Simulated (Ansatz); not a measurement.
**C2H9ClOSi2: geometry relaxation (part 2 of 2)**

C2H9ClOSi2; RKS PBE-D4/6-31G* (Ansatz 0.2.0). It belongs to a series of runs on one base structure; here: end point A relaxed.

Geometry of the input (Å):
```
O  -1.2745  -1.6140  1.5429
Si -0.8164  -0.4669  0.3849
C  0.9509  -0.7396  -0.0243
Si 1.4642  0.2546  -1.5174
C  -1.2224  1.2773  0.8461
Cl -0.1729  1.8292  2.1958
H  -1.2983  -2.4998  1.2666
H  -1.5675  -0.7952  -0.8242
H  1.1696  -1.7883  -0.1506
H  1.6167  -0.4472  0.8582
H  1.1083  1.6880  -1.2800
H  2.8456  0.0924  -1.8329
H  0.5475  -0.1886  -2.6970
H  -2.2858  1.3793  1.2227
H  -1.0869  1.9680  0.0386
```

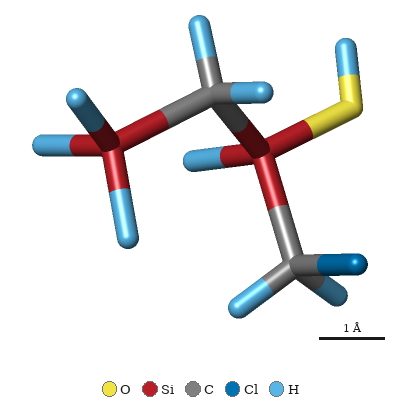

*The geometry at step 6 of the log (stick view, seen at a tilt).*

**Trajectory as extended XYZ (Å, eV, eV/Å), 11 frames, from step=1 to step=11**
```
15
Properties=species:S:1:pos:R:3:forces:R:3 step=1 energy=-32526.69815
O    -1.2745   -1.6140    1.5429   -0.1112   3.1598   1.1055
Si   -0.8164   -0.4669    0.3849   -0.2057  -1.8316   0.2998
C     0.9509   -0.7396   -0.0243    1.5288   1.1187   1.2904
Si    1.4642    0.2546   -1.5174   -2.0402  -0.0966  -0.5672
C    -1.2224    1.2773    0.8461   -1.3450  -0.0414   1.5487
Cl   -0.1729    1.8292    2.1958    0.3801   0.2195   0.3859
H    -1.2983   -2.4998    1.2666   -0.0405  -2.3685  -0.8933
H    -1.5675   -0.7952   -0.8242   -0.5537   0.0486  -0.8175
H     1.1696   -1.7883   -0.1506   -0.0507  -0.8908  -0.3389
H     1.6167   -0.4472    0.8582   -0.6810  -0.0495  -0.7168
H     1.1083    1.6880   -1.2800    0.1631   0.1579  -0.0016
H     2.8456    0.0924   -1.8329    1.4202  -0.0709  -0.4342
H     0.5475   -0.1886   -2.6970    0.6623   0.2236   0.4785
H    -2.2858    1.3793    1.2227    0.7671  -0.1423  -0.4399
H    -1.0869    1.9680    0.0386    0.1065   0.5636  -0.8994
15
Properties=species:S:1:pos:R:3:forces:R:3 step=2 energy=-32527.08909
O    -1.3405   -1.5549    1.6286    0.0272   0.7652  -0.1151
Si   -0.8541   -0.5403    0.3594   -0.0919  -0.6851   0.4584
C     0.9584   -0.7132   -0.0293    0.5391   0.1495   0.3953
Si    1.4735    0.2789   -1.5430   -0.5530   0.1350  -0.2752
C    -1.2225    1.2188    0.8790   -0.5372   0.1684   0.4248
Cl   -0.1139    1.7868    2.1927    0.0372   0.0329   0.0486
H    -1.4102   -2.4933    1.4094    0.0060  -0.3964  -0.1434
H    -1.6670   -0.8182   -0.8672   -0.0931  -0.0265  -0.1708
H     1.1936   -1.7746   -0.1803    0.0736  -0.2616  -0.1456
H     1.5706   -0.3865    0.8506   -0.3490  -0.0548  -0.3199
H     1.1920    1.7364   -1.3095    0.0118  -0.0093  -0.0141
H     2.8992    0.1365   -1.8891    0.4874  -0.0739  -0.0496
H     0.6704   -0.1483   -2.7566    0.1079   0.0550   0.1926
H    -2.2656    1.3168    1.2492    0.2827  -0.0012  -0.0446
H    -1.1060    1.9042    0.0356    0.0513   0.2030  -0.2414
15
Properties=species:S:1:pos:R:3:forces:R:3 step=3 energy=-32527.13158
O    -1.3644   -1.5294    1.6491    0.0328   0.1082  -0.1787
Si   -0.8549   -0.5557    0.3646   -0.1380  -0.2371   0.1504
C     0.9690   -0.7290   -0.0518    0.0038  -0.0628   0.0365
Si    1.4882    0.2880   -1.5590    0.0001   0.0581  -0.0192
C    -1.2478    1.2192    0.8966    0.0041   0.0887  -0.0729
Cl   -0.1160    1.8048    2.1869    0.0400   0.0108   0.0238
H    -1.4251   -2.4830    1.4485    0.0468   0.0623  -0.0068
H    -1.6753   -0.8337   -0.8718   -0.0045  -0.0084   0.0041
H     1.2186   -1.7928   -0.2342   -0.0201   0.0644  -0.0062
H     1.5498   -0.4007    0.8276    0.0430   0.0045   0.0408
H     1.2142    1.7467   -1.3266    0.0046  -0.0157   0.0016
H     2.9487    0.1311   -1.8745   -0.0235  -0.0129   0.0183
H     0.6969   -0.1380   -2.7603    0.0079  -0.0084  -0.0404
H    -2.2716    1.3099    1.2921    0.0012  -0.0362   0.0143
H    -1.1522    1.9118    0.0422    0.0017  -0.0154   0.0344
15
Properties=species:S:1:pos:R:3:forces:R:3 step=4 energy=-32527.13623
O    -1.3768   -1.5232    1.6443   -0.0093  -0.0018  -0.0971
Si   -0.8661   -0.5617    0.3581   -0.0159  -0.0523   0.0874
C     0.9626   -0.7293   -0.0481   -0.0572  -0.0480  -0.0225
Si    1.4832    0.2945   -1.5536    0.0526   0.0025   0.0192
C    -1.2452    1.2202    0.8901    0.0017   0.0149  -0.0606
Cl   -0.0902    1.8024    2.1636    0.0145   0.0017   0.0002
H    -1.3991   -2.4817    1.4578    0.0337   0.0691   0.0151
H    -1.6861   -0.8448   -0.8784    0.0132   0.0012   0.0132
H     1.2121   -1.7899   -0.2413    0.0052   0.0220  -0.0071
H     1.5422   -0.4077    0.8353    0.0169   0.0076   0.0116
H     1.2123    1.7523   -1.3190   -0.0028  -0.0038  -0.0045
H     2.9465    0.1292   -1.8553   -0.0314   0.0075   0.0104
H     0.7069   -0.1318   -2.7654   -0.0045  -0.0017  -0.0165
H    -2.2612    1.3062    1.3051   -0.0113   0.0003   0.0162
H    -1.1630    1.9143    0.0359   -0.0054  -0.0191   0.0348
15
Properties=species:S:1:pos:R:3:forces:R:3 step=5 energy=-32527.13869
O    -1.3930   -1.5161    1.6440    0.0023   0.1186  -0.0342
Si   -0.8705   -0.5667    0.3558   -0.0594  -0.0251   0.0445
C     0.9556   -0.7411   -0.0505   -0.0266  -0.0435  -0.0088
Si    1.4800    0.3024   -1.5405    0.0350   0.0023  -0.0078
C    -1.2419    1.2191    0.8777    0.0147   0.0019  -0.0371
Cl   -0.0637    1.8036    2.1285    0.0147   0.0164   0.0194
H    -1.3750   -2.4758    1.4811    0.0280  -0.0808  -0.0076
H    -1.6912   -0.8527   -0.8792    0.0174   0.0012   0.0009
H     1.2020   -1.7992   -0.2591    0.0073   0.0131  -0.0075
H     1.5390   -0.4314    0.8348    0.0105   0.0006   0.0156
H     1.1973    1.7558   -1.2947    0.0011  -0.0021  -0.0001
H     2.9454    0.1489   -1.8340   -0.0192   0.0053   0.0094
H     0.7138   -0.1167   -2.7616   -0.0008  -0.0007  -0.0145
H    -2.2508    1.3116    1.3080   -0.0145  -0.0009   0.0173
H    -1.1689    1.9075    0.0193   -0.0107  -0.0062   0.0106
15
Properties=species:S:1:pos:R:3:forces:R:3 step=6 energy=-32527.14221
O    -1.4177   -1.5022    1.6356    0.0042   0.0066  -0.0017
Si   -0.8816   -0.5640    0.3473   -0.0247   0.0005  -0.0074
C     0.9433   -0.7560   -0.0587   -0.0165   0.0004   0.0031
Si    1.4851    0.3024   -1.5339   -0.0118   0.0058   0.0053
C    -1.2476    1.2222    0.8730    0.0046   0.0019   0.0139
Cl   -0.0407    1.8138    2.0959    0.0025   0.0080  -0.0141
H    -1.3148   -2.4650    1.5197    0.0207  -0.0013  -0.0017
H    -1.6934   -0.8479   -0.8928   -0.0043   0.0078  -0.0043
H     1.1781   -1.8123   -0.2852    0.0118  -0.0117   0.0009
H     1.5319   -0.4633    0.8296    0.0027  -0.0114   0.0020
H     1.1917    1.7516   -1.2782    0.0012   0.0038  -0.0035
H     2.9547    0.1594   -1.8025    0.0063  -0.0030   0.0018
H     0.7406   -0.1081   -2.7721    0.0065  -0.0018   0.0016
H    -2.2432    1.3050    1.3358   -0.0128  -0.0052   0.0012
H    -1.2084    1.9137    0.0157    0.0094  -0.0004   0.0029
15
Properties=species:S:1:pos:R:3:forces:R:3 step=7 energy=-32527.11384 accepted=F
O    -1.4699   -1.4786    1.6161    0.4654  -1.5244   0.0935
Si   -0.9110   -0.5633    0.3247    0.0201   0.0769  -0.0685
C     0.9110   -0.7918   -0.0757    0.0321   0.0130   0.0139
Si    1.4891    0.3123   -1.5076   -0.0217  -0.0330  -0.0187
C    -1.2565    1.2258    0.8556   -0.0232   0.0803   0.0622
Cl    0.0204    1.8320    2.0077   -0.0811  -0.0276  -0.0740
H    -1.1580   -2.4404    1.6134   -0.4659   1.4207  -0.0107
H    -1.7186   -0.8339   -0.9202   -0.0119   0.0085  -0.0020
H     1.1237   -1.8439   -0.3459    0.0007   0.0281   0.0116
H     1.5082   -0.5434    0.8222   -0.0342  -0.0235  -0.0331
H     1.1741    1.7532   -1.2315   -0.0008  -0.0128  -0.0056
H     2.9691    0.1855   -1.7235    0.0038   0.0003   0.0015
H     0.7969   -0.0825   -2.7835    0.0151   0.0142   0.0411
H    -2.2249    1.3009    1.3816    0.0847  -0.0045  -0.0555
H    -1.2755    1.9173   -0.0038    0.0170  -0.0162   0.0443
15
Properties=species:S:1:pos:R:3:forces:R:3 step=8 energy=-32527.14371
O    -1.4215   -1.4981    1.6323   -0.0138  -0.0054  -0.0122
Si   -0.8946   -0.5592    0.3409    0.0314  -0.0145   0.0308
C     0.9291   -0.7683   -0.0657    0.0061   0.0066  -0.0020
Si    1.4854    0.3045   -1.5255    0.0096  -0.0149  -0.0104
C    -1.2500    1.2265    0.8742    0.0005  -0.0079  -0.0421
Cl   -0.0290    1.8224    2.0777    0.0080   0.0015   0.0089
H    -1.2543   -2.4541    1.5370    0.0078  -0.0155   0.0125
H    -1.7129   -0.8341   -0.8972    0.0017   0.0101   0.0041
H     1.1567   -1.8235   -0.3068   -0.0126   0.0025  -0.0142
H     1.5247   -0.4975    0.8252   -0.0251   0.0107   0.0072
H     1.1743    1.7516   -1.2770    0.0002  -0.0088   0.0036
H     2.9610    0.1728   -1.7668    0.0040   0.0061   0.0016
H     0.7699   -0.1149   -2.7774   -0.0013   0.0052  -0.0041
H    -2.2421    1.3070    1.3452   -0.0044   0.0140   0.0084
H    -1.2185    1.9141    0.0134   -0.0122   0.0103   0.0077
15
Properties=species:S:1:pos:R:3:forces:R:3 step=9 energy=-32527.14424
O    -1.4294   -1.5007    1.6287    0.0315  -0.1546  -0.0271
Si   -0.9037   -0.5578    0.3397    0.0194   0.0212  -0.0124
C     0.9178   -0.7750   -0.0714    0.0205  -0.0190  -0.0078
Si    1.4897    0.3013   -1.5233   -0.0024   0.0186   0.0118
C    -1.2538    1.2296    0.8730   -0.0111  -0.0151  -0.0212
Cl   -0.0150    1.8294    2.0562    0.0099   0.0066   0.0174
H    -1.2072   -2.4508    1.5532   -0.0357   0.1383   0.0270
H    -1.7258   -0.8195   -0.8987   -0.0017  -0.0062   0.0068
H     1.1377   -1.8300   -0.3220   -0.0136   0.0022   0.0010
H     1.5129   -0.5166    0.8238   -0.0147   0.0121  -0.0089
H     1.1665    1.7451   -1.2724    0.0012  -0.0029  -0.0043
H     2.9708    0.1829   -1.7405   -0.0097  -0.0061  -0.0003
H     0.7942   -0.1147   -2.7882    0.0061  -0.0042   0.0089
H    -2.2387    1.3092    1.3602    0.0082   0.0132   0.0013
H    -1.2380    1.9169    0.0112   -0.0080  -0.0041   0.0078
15
Properties=species:S:1:pos:R:3:forces:R:3 step=10 energy=-32527.14465
O    -1.4314   -1.5026    1.6252    0.0171  -0.0557  -0.0149
Si   -0.9034   -0.5579    0.3382    0.0001   0.0072  -0.0080
C     0.9179   -0.7744   -0.0720    0.0070   0.0025   0.0077
Si    1.4899    0.3034   -1.5224   -0.0005  -0.0132  -0.0074
C    -1.2538    1.2290    0.8732   -0.0120  -0.0051  -0.0059
Cl   -0.0145    1.8277    2.0576    0.0074   0.0028   0.0060
H    -1.2049   -2.4499    1.5539   -0.0141   0.0466   0.0168
H    -1.7250   -0.8220   -0.8998   -0.0020   0.0029   0.0019
H     1.1374   -1.8297   -0.3208   -0.0026   0.0066  -0.0016
H     1.5099   -0.5125    0.8240   -0.0041   0.0002  -0.0029
H     1.1688    1.7481   -1.2745    0.0011  -0.0044   0.0009
H     2.9698    0.1785   -1.7423   -0.0026   0.0042   0.0040
H     0.7945   -0.1167   -2.7857    0.0003   0.0048   0.0032
H    -2.2377    1.3105    1.3620    0.0052   0.0013  -0.0021
H    -1.2393    1.9176    0.0127   -0.0004  -0.0007   0.0023
15
Properties=species:S:1:pos:R:3:forces:R:3 step=11 energy=-32527.14482
O    -1.4364   -1.5046    1.6176    0.0001   0.0051  -0.0058
Si   -0.9067   -0.5563    0.3339    0.0065  -0.0032   0.0073
C     0.9155   -0.7738   -0.0730   -0.0099   0.0012  -0.0032
Si    1.4904    0.3002   -1.5250   -0.0005  -0.0034   0.0030
C    -1.2544    1.2290    0.8757    0.0043   0.0007  -0.0046
Cl   -0.0118    1.8202    2.0617   -0.0021   0.0011   0.0013
H    -1.1905   -2.4468    1.5624    0.0020  -0.0021  -0.0004
H    -1.7288   -0.8137   -0.9048   -0.0005   0.0008  -0.0014
H     1.1348   -1.8297   -0.3186    0.0022  -0.0026  -0.0016
H     1.5049   -0.5092    0.8236    0.0016   0.0003   0.0008
H     1.1610    1.7436   -1.2815    0.0017   0.0002  -0.0022
H     2.9721    0.1827   -1.7360   -0.0010   0.0021   0.0026
H     0.8039   -0.1251   -2.7910   -0.0020  -0.0001   0.0013
H    -2.2373    1.3111    1.3659   -0.0011   0.0011   0.0027
H    -1.2386    1.9215    0.0185   -0.0013  -0.0013   0.0003
```

**Results in brief**

| quantity | value |
| --- | --- |
| outcome | converged |
| total energy | −32527.1449 eV |
| mean-field energy | −32526.7307 eV |
| largest force (length of the vector) at the end | 0.010 eV/Å |
| hardware | 2 threads of Intel Xeon (Sapphire Rapids), 16 GiB of memory available, shared host |
| wall time | 29 s (CPU time 55 s) |
| peak memory | 0.2 GiB |
